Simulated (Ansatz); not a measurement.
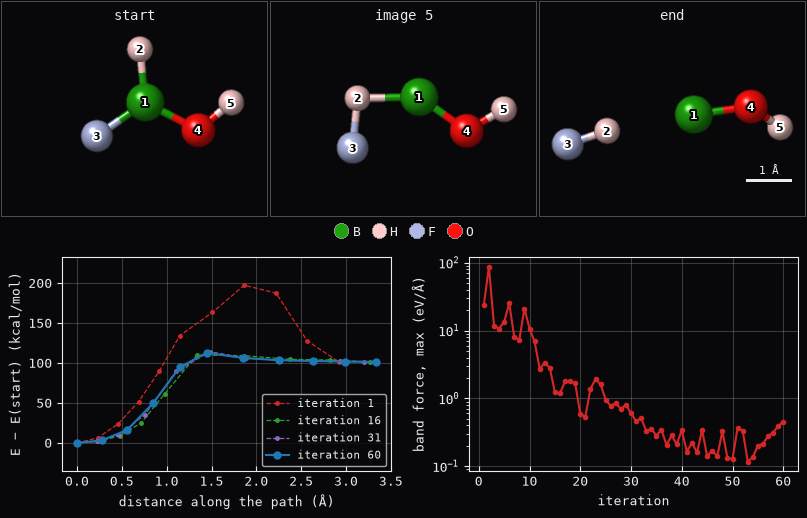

NEB run on BH₂OF. Images are numbered from 0 (start) to 10 (end). The plot follows the band through its iterations. A ball-and-stick model, seen face on.

All numbers below come from RKS CAM-B3LYP/6-31G* (Ansatz 0.2.0).

Input
```yaml
crystal:
  periodic: [false, false, false]
  atoms:
    - { symbol: B, position_ang: [0.22386, -0.087573, 0.13337] }
    - { symbol: H, position_ang: [0.103045, -0.066411, 1.323402] }
    - { symbol: F, position_ang: [1.412165, 0.146001, -0.39793] }
    - { symbol: O, position_ang: [-0.797095, -0.339679, -0.708995] }
    - { symbol: H, position_ang: [-1.627074, -0.499038, -0.242547] }
basis:
  gaussian: { orbitals: "6-31G*" }
hamiltonian:
  xc: cam_b3lyp
neb:
  order_check: false
  images: 9
  f_tol: 0.05
  max_iterations: 60
  max_displacement: 0.5
  optimiser: lbfgs
  final_atoms:
    - { symbol: B, position_ang: [-0.52852773, -0.24739859, 0.18797663] }
    - { symbol: H, position_ang: [1.38229483, 0.17658552, 0.53922958] }
    - { symbol: F, position_ang: [2.31310135, 0.37623101, 0.52139265] }
    - { symbol: O, position_ang: [-1.74989222, -0.52179354, -0.12290558] }
    - { symbol: H, position_ang: [-2.10207523, -0.6303244, -1.01839328] }
  initial_path:
    images:
      - { positions_ang: [[0.22386, -0.087573, 0.13337], [0.103045, -0.066411, 1.323402], [1.412165, 0.146001, -0.39793], [-0.797095, -0.339679, -0.708995], [-1.627074, -0.499038, -0.242547]] }
      - { positions_ang: [[0.17995022, -0.07140844, 0.10323901], [0.22970531, -0.02961034, 1.2902808], [1.43265779, 0.11240498, -0.28764915], [-0.87840007, -0.28484803, -0.71564367], [-1.64901226, -0.57323817, -0.28292698]] }
      - { positions_ang: [[0.13604045, -0.05524388, 0.07310801], [0.35636562, 0.00719033, 1.25715959], [1.45315059, 0.07880897, -0.17736829], [-0.95970513, -0.23001706, -0.72229235], [-1.67095052, -0.64743835, -0.32330696]] }
      - { positions_ang: [[0.09213067, -0.03907932, 0.04297702], [0.48302592, 0.04399099, 1.22403839], [1.47364338, 0.04521295, -0.06708744], [-1.0410102, -0.1751861, -0.72894102], [-1.69288878, -0.72163852, -0.36368695]] }
      - { positions_ang: [[0.0482209, -0.02291476, 0.01284603], [0.60968623, 0.08079165, 1.19091718], [1.49413617, 0.01161693, 0.04319341], [-1.12231526, -0.12035513, -0.73558969], [-1.71482704, -0.7958387, -0.40406693]] }
      - { positions_ang: [[0.00431112, -0.00675019, -0.01728497], [0.73634654, 0.11759231, 1.15779598], [1.51462896, -0.02197908, 0.15347427], [-1.20362033, -0.06552416, -0.74223837], [-1.7367653, -0.87003887, -0.44444691]] }
      - { positions_ang: [[-0.10225665, -0.05487987, 0.02376735], [0.8655362, 0.12939096, 1.0340827], [1.67432344, 0.05766294, 0.22705794], [-1.31287471, -0.15677804, -0.61837181], [-1.80982728, -0.82209598, -0.55923618]] }
      - { positions_ang: [[-0.20882442, -0.10300955, 0.06481967], [0.99472586, 0.1411896, 0.91036942], [1.83401792, 0.13730496, 0.30064162], [-1.42212909, -0.24803191, -0.49450525], [-1.88288927, -0.77415309, -0.67402546]] }
      - { positions_ang: [[-0.31539219, -0.15113923, 0.10587199], [1.12391552, 0.15298824, 0.78665614], [1.99371239, 0.21694697, 0.3742253], [-1.53138346, -0.33928579, -0.37063869], [-1.95595126, -0.72621019, -0.78881473]] }
      - { positions_ang: [[-0.42195996, -0.19926891, 0.14692431], [1.25310517, 0.16478688, 0.66294286], [2.15340687, 0.29658899, 0.44780897], [-1.64063784, -0.43053967, -0.24677214], [-2.02901325, -0.6782673, -0.90360401]] }
      - { positions_ang: [[-0.52852773, -0.24739859, 0.18797663], [1.38229483, 0.17658552, 0.53922958], [2.31310135, 0.37623101, 0.52139265], [-1.74989222, -0.52179354, -0.12290558], [-2.10207523, -0.6303244, -1.01839328]] }
```

Command:
```bash
ansatz run input.yaml --threads 1 --pin off --max-ram 2048MiB --backend cpu --events-out ev --progress --plain --runs-dir out
```

Question: Judge this run.

Answer: The result isn't final. The band hadn't converged when the run stopped after 60 iterations. The largest component of the band force went from 24 to 0.45 eV/Å. The barrier read from it is provisional, though the highest image hardly moved in the last two iterations. The step length is far from the usual. The first iteration put the highest image at 197.4 kcal/mol. The highest point, image 5, lies 112.7 kcal/mol above the start and 11.2 kcal/mol above the end; the end is at +101.5 kcal/mol relative to the start.

Cost: 8.1 min on 1 thread of Arm Neoverse V1, on a shared host, peak memory 0.078 GiB.
